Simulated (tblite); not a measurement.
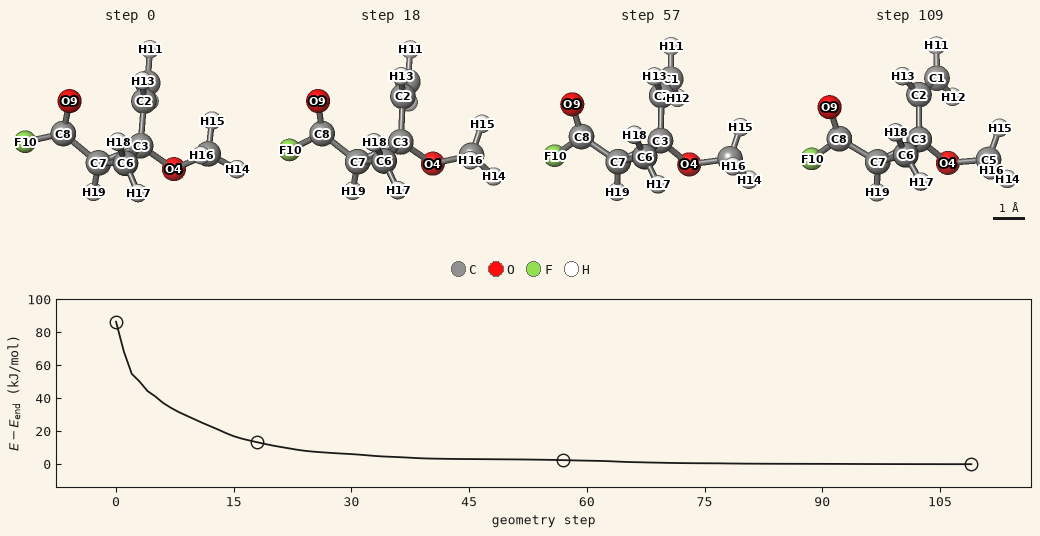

Frames of a relaxation of C7H9FO2, marked on the history of the run. A ball-and-stick model, seen at a tilt.

Theory: GFN2-xTB geometry optimisation, gas phase (tblite 0.8.0). 

What happens along the run?

Answer. The atom that moves furthest after the best rigid fit is H12 (0.85 Å). By element the largest moves are H 0.85 Å, O 0.69 Å, F 0.66 Å, C 0.38 Å. Some distances before and after: C3–C7 1.481 → 1.543 Å, C8–O9 1.232 → 1.184 Å, C7–C8 1.498 → 1.459 Å, C6–H17 1.113 → 1.079 Å. Among the angles between lasting bonds that change: C7–C8–O9 118.1° → 130.5°, C7–C8–F10 121.6° → 110.6°, C3–O4–C5 104.1° → 113.9°. Groups turn about C2–C3 by about 35°. The energy falls by 86.5 kJ/mol in 109 geometry steps. From step 0 to 18: O9 moves most (0.40 Å), energy −73.1 kJ/mol. From step 18 to 57: F and H atoms move most (0.35 Å), energy −10.9 kJ/mol. From step 57 to 109: H12 moves most (0.52 Å), energy −2.46 kJ/mol.
